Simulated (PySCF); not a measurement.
## Geometry relaxation of GaAs$_{2}$H$_{4}$O

GaAs$_{2}$H$_{4}$O, multiplicity 2, SMILES [O][Ga]([AsH2])[AsH2], computed with PBE0-D3(BJ)/def2-SVP geometry optimisation, gas phase (PySCF 2.14.0).

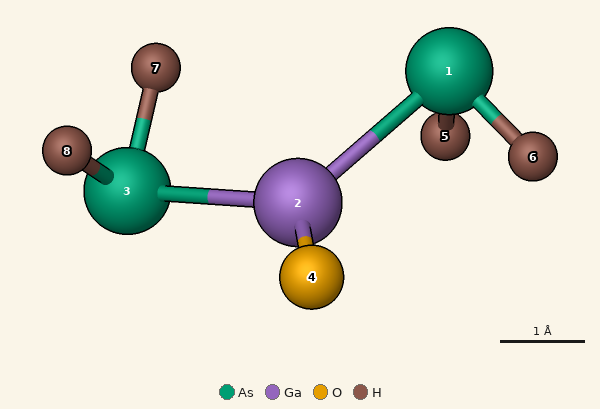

Fig. 1: The starting structure (ball-and-stick view, seen at a tilt; atoms are numbered from 1 in the order of the input). Sticks mark near contacts.

Input:
```
{"job": {"xc": "PBE0", "basis": "def2-SVP", "d3": "d3bj", "grid": 2, "kind": "geom", "shake": 0.01}, "charge": 0, "multiplicity": 2}
As     1.283844     1.495444    -0.678286
Ga    -0.130736    -0.617438    -0.629558
As    -1.269719    -0.859669     1.628670
O     -0.201560    -1.656963    -1.879789
H     -0.008019     2.276239    -0.364297
H      0.919623     1.611754    -2.141786
H     -0.076435    -0.134396     2.286357
H     -0.470921    -2.143524     1.750789
```

The first line tells a small driver script what to run in PySCF; the rest is the geometry in Å.

Machine: 1 CPU thread, shared host.

Launch command:
```bash
OMP_NUM_THREADS=1 python <driver script> task.json out
```

Log:
```
step   0  E = -6472.46549349  max force = 0.077895
step   1  E = -6472.48014834  max force = 0.022086
step   2  E = -6472.48257079  max force = 0.009494
step   3  E = -6472.48313170  max force = 0.002265
step   4  E = -6472.48324158  max force = 0.000612
step   5  E = -6472.48327480  max force = 0.000938
step   6  E = -6472.48329811  max force = 0.000881
step   7  E = -6472.48332420  max force = 0.000468
step   8  E = -6472.48335167  max force = 0.000592
step   9  E = -6472.48337844  max force = 0.000517
step  10  E = -6472.48339298  max force = 0.000433
optimisation converged
```

Trajectory as extended XYZ (Å, eV, eV/Å), 11 frames, from step=0 to step=10:
```
8
Properties=species:S:1:pos:R:3:forces:R:3 step=0 energy=-176124.75704
As    1.2838    1.4954   -0.6783   -0.7567  -0.4560   0.0245
Ga   -0.1307   -0.6174   -0.6296    0.2788   3.2542   4.0055
As   -1.2697   -0.8597    1.6287    0.6362   0.1929  -0.5155
O    -0.2016   -1.6570   -1.8798   -0.1964  -2.6752  -3.2437
H    -0.0080    2.2762   -0.3643    0.2172  -0.0881   0.1681
H     0.9196    1.6118   -2.1418    0.1858   0.0517  -0.3538
H    -0.0764   -0.1344    2.2864   -0.2813   0.0597  -0.1419
H    -0.4709   -2.1435    1.7508   -0.0836  -0.3394   0.0568
8
Properties=species:S:1:pos:R:3:forces:R:3 step=1 energy=-176125.15582
As    1.2937    1.5238   -0.7695   -0.4996  -0.3461  -0.0722
Ga   -0.1133   -0.5198   -0.5140    0.1500   0.9579   1.1357
As   -1.2801   -0.9377    1.6427    0.4059   0.0080  -0.3827
O    -0.1899   -1.6271   -1.8516   -0.0561  -0.5600  -0.6680
H     0.0491    2.3451   -0.4148    0.0908  -0.0083   0.1163
H     0.9163    1.6167   -2.2433    0.1228  -0.0257  -0.0823
H    -0.1480   -0.1958    2.3591   -0.1020   0.0798  -0.0382
H    -0.4817   -2.2337    1.7635   -0.1117  -0.1057  -0.0087
8
Properties=species:S:1:pos:R:3:forces:R:3 step=2 energy=-176125.22174
As    1.2737    1.5115   -0.7829   -0.1476  -0.0721  -0.1022
Ga   -0.0936   -0.4809   -0.4674    0.0674   0.4360   0.4882
As   -1.2607   -0.9428    1.6155    0.1165  -0.0625  -0.0942
O    -0.1812   -1.5965   -1.8227   -0.0323  -0.3396  -0.3866
H     0.0545    2.3488   -0.3940    0.0395   0.0216   0.0283
H     0.9064    1.5791   -2.2639    0.0496   0.0045   0.0290
H    -0.1587   -0.1872    2.3563   -0.0301   0.0063   0.0236
H    -0.4942   -2.2605    1.7313   -0.0630   0.0058   0.0140
8
Properties=species:S:1:pos:R:3:forces:R:3 step=3 energy=-176125.23701
As    1.2699    1.5241   -0.8217    0.0246   0.0453  -0.0175
Ga   -0.0759   -0.4465   -0.4314    0.0104   0.0823   0.0728
As   -1.2561   -0.9685    1.6109   -0.0166  -0.0120   0.0177
O    -0.1693   -1.5772   -1.7983   -0.0081  -0.1165  -0.1050
H     0.0806    2.3920   -0.4145    0.0133   0.0194  -0.0064
H     0.8940    1.5679   -2.2982   -0.0128   0.0001   0.0073
H    -0.1847   -0.2241    2.4039   -0.0050  -0.0198   0.0268
H    -0.5125   -2.2963    1.7215   -0.0058   0.0011   0.0043
8
Properties=species:S:1:pos:R:3:forces:R:3 step=4 energy=-176125.24000
As    1.2739    1.5400   -0.8473    0.0277   0.0197   0.0056
Ga   -0.0671   -0.4300   -0.4163    0.0061   0.0018  -0.0315
As   -1.2584   -0.9834    1.6148   -0.0212   0.0051   0.0095
O    -0.1588   -1.5741   -1.7828    0.0012  -0.0176   0.0139
H     0.1023    2.4285   -0.4356    0.0009   0.0073  -0.0064
H     0.8798    1.5654   -2.3191   -0.0215  -0.0034   0.0048
H    -0.2009   -0.2581    2.4428    0.0040  -0.0147   0.0105
H    -0.5247   -2.3169    1.7156    0.0027   0.0017  -0.0064
8
Properties=species:S:1:pos:R:3:forces:R:3 step=5 energy=-176125.24090
As    1.2779    1.5501   -0.8623    0.0120   0.0040   0.0061
Ga   -0.0608   -0.4191   -0.4078    0.0080  -0.0147  -0.0482
As   -1.2608   -0.9868    1.6167   -0.0147   0.0091   0.0041
O    -0.1478   -1.5760   -1.7674    0.0028   0.0143   0.0474
H     0.1162    2.4501   -0.4478   -0.0024  -0.0018   0.0017
H     0.8626    1.5608   -2.3284   -0.0133  -0.0018  -0.0007
H    -0.2057   -0.2820    2.4653    0.0066  -0.0061  -0.0015
H    -0.5356   -2.3256    1.7038    0.0008  -0.0030  -0.0088
8
Properties=species:S:1:pos:R:3:forces:R:3 step=6 energy=-176125.24153
As    1.2817    1.5583   -0.8750   -0.0068  -0.0060  -0.0001
Ga   -0.0540   -0.4098   -0.4012    0.0107  -0.0124  -0.0378
As   -1.2629   -0.9834    1.6177   -0.0048   0.0081  -0.0006
O    -0.1346   -1.5822   -1.7484    0.0016   0.0181   0.0453
H     0.1267    2.4637   -0.4534   -0.0016  -0.0055   0.0077
H     0.8427    1.5573   -2.3346   -0.0024   0.0020  -0.0017
H    -0.2026   -0.3021    2.4788    0.0073  -0.0006  -0.0066
H    -0.5508   -2.3303    1.6880   -0.0041  -0.0037  -0.0062
8
Properties=species:S:1:pos:R:3:forces:R:3 step=7 energy=-176125.24224
As    1.2847    1.5667   -0.8904   -0.0241  -0.0114  -0.0056
Ga   -0.0441   -0.4009   -0.3956    0.0122  -0.0016  -0.0135
As   -1.2639   -0.9713    1.6184    0.0059   0.0069  -0.0038
O    -0.1158   -1.5973   -1.7211   -0.0008   0.0068   0.0226
H     0.1364    2.4731   -0.4526    0.0017  -0.0059   0.0108
H     0.8149    1.5574   -2.3407    0.0077   0.0066  -0.0025
H    -0.1886   -0.3237    2.4870    0.0062   0.0024  -0.0078
H    -0.5775   -2.3325    1.6672   -0.0089  -0.0038  -0.0002
8
Properties=species:S:1:pos:R:3:forces:R:3 step=8 energy=-176125.24299
As    1.2851    1.5732   -0.9067   -0.0304  -0.0109  -0.0082
Ga   -0.0319   -0.3963   -0.3941    0.0094   0.0102   0.0117
As   -1.2619   -0.9499    1.6185    0.0131   0.0047  -0.0052
O    -0.0942   -1.6221   -1.6912   -0.0019  -0.0095  -0.0069
H     0.1432    2.4749   -0.4430    0.0049  -0.0035   0.0095
H     0.7835    1.5652   -2.3465    0.0122   0.0089  -0.0021
H    -0.1627   -0.3427    2.4866    0.0041   0.0025  -0.0050
H    -0.6151   -2.3310    1.6485   -0.0114  -0.0026   0.0062
8
Properties=species:S:1:pos:R:3:forces:R:3 step=9 energy=-176125.24372
As    1.2822    1.5766   -0.9211   -0.0208  -0.0048  -0.0075
Ga   -0.0192   -0.3984   -0.3983    0.0003   0.0135   0.0257
As   -1.2557   -0.9228    1.6181    0.0147   0.0029  -0.0042
O    -0.0743   -1.6525   -1.6667   -0.0006  -0.0184  -0.0266
H     0.1464    2.4689   -0.4255    0.0057   0.0002   0.0047
H     0.7537    1.5814   -2.3514    0.0089   0.0071  -0.0006
H    -0.1286   -0.3558    2.4779    0.0013   0.0005  -0.0004
H    -0.6583   -2.3259    1.6391   -0.0095  -0.0011   0.0089
8
Properties=species:S:1:pos:R:3:forces:R:3 step=10 energy=-176125.24411
As    1.2781    1.5759   -0.9269   -0.0047   0.0002  -0.0049
Ga   -0.0128   -0.4050   -0.4050   -0.0076   0.0052   0.0204
As   -1.2491   -0.9055    1.6176    0.0104   0.0028  -0.0017
O    -0.0664   -1.6711   -1.6614    0.0009  -0.0113  -0.0222
H     0.1456    2.4606   -0.4112    0.0034   0.0019   0.0006
H     0.7400    1.5961   -2.3532    0.0018   0.0027   0.0003
H    -0.1055   -0.3580    2.4683    0.0001  -0.0012   0.0021
H    -0.6838   -2.3215    1.6438   -0.0044  -0.0002   0.0055
```

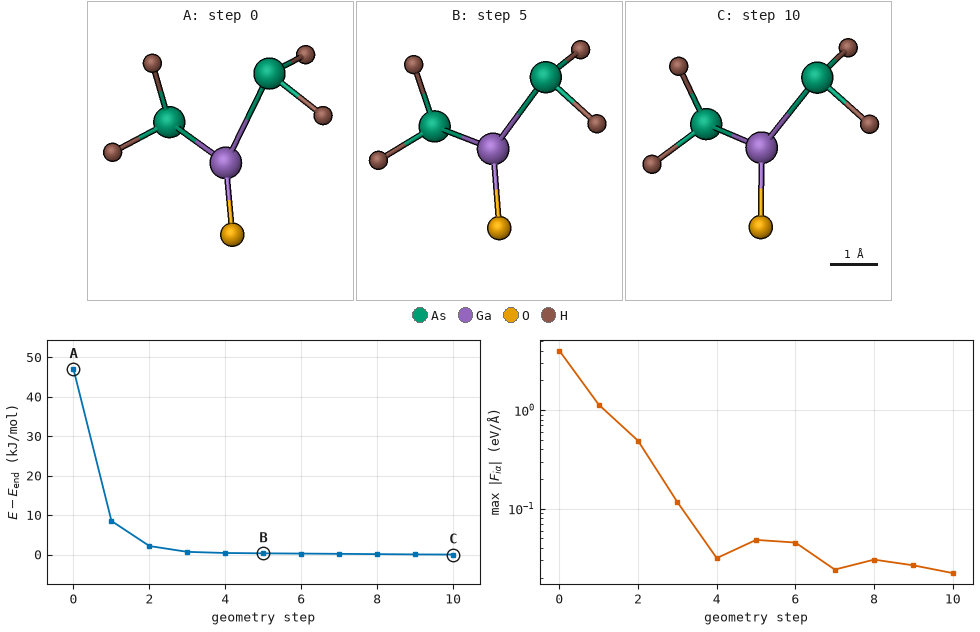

Fig. 2: Frames of the relaxation (ball-and-stick view, seen at a tilt) above the curves, on which the letters mark them (steps are counted from 0).

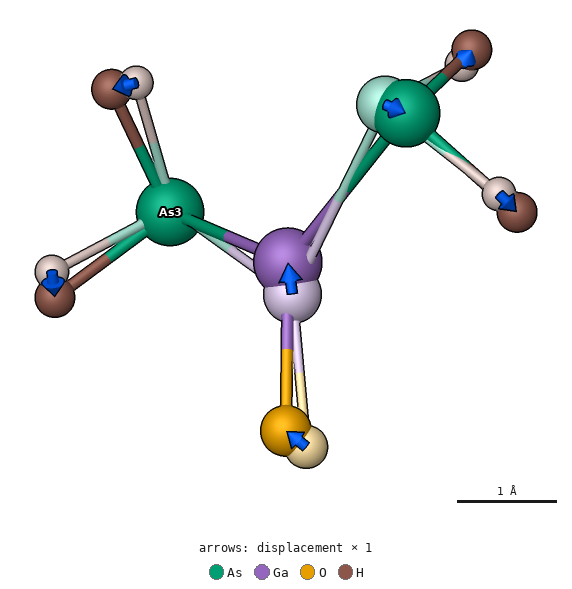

Fig. 3: Start (faint) and end (solid) with the displacements as blue arrows, at true length (ball-and-stick view, seen at a tilt). The two geometries are laid on each other by the best rigid fit. Ga2 moves most after the best rigid fit: 0.33 Å. By element the largest moves are Ga 0.33 Å, H 0.30 Å, O 0.26 Å, As 0.26 Å. Distances before and after: Ga2–O4 1.627 → 1.785 Å, As1–Ga2 2.543 → 2.421 Å, As1–H5 1.542 → 1.527 Å, As1–H6 1.513 → 1.525 Å. Among the angles that change: As1–Ga2–As3 110.2° → 128.4°, As3–Ga2–O4 127.0° → 115.2°, As1–Ga2–O4 122.7° → 116.4°. After 10 geometry steps the energy has fallen by 47.0 kJ/mol. The largest force component goes from 4 to 0.022 eV/Å. (Atoms are counted from 1 in the order of the input.)

Results in brief:

```tsv
quantity	value
outcome	converged
total energy	−6472.483393 hartree
⟨S²⟩	0.757
dipole moment	2.10 D
point group	C1
wall time	4.6 min
peak memory	0.66 GiB
```
